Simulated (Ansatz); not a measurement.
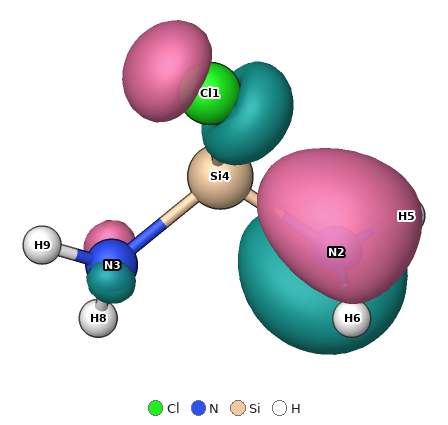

Figure. ClH5N2Si. The HOMO−1 at ±0.15 Å⁻³ᐟ² (teal and pink are the two phases), seen at a tilt.

Geometry: PBE0-D3(BJ)/def2-SVP.

All numbers below come from Ansatz, isolated molecule in a Gaussian basis; Kohn-Sham density functional theory, functional PBE0.

```xyz
9

Cl   -3.2105    2.9528    1.3797
N    -2.2575   -0.1394    1.3151
N    -0.5657    1.8746    0.4750
Si   -1.7628    1.4665    1.6287
H    -2.7582   -0.6669    2.0208
H    -2.5301   -0.4117    0.3770
H    -1.4287    1.5098    3.0789
H     0.2536    1.2915    0.3522
H    -0.3991    2.8402    0.2208
```

**Describe this orbital and give its energy.**

By Hirshfeld shares it lies mainly on N2 (about 60 %), Cl1 (about 15 %) and Si4 (about 10 %). Its energy is −7.92 eV.
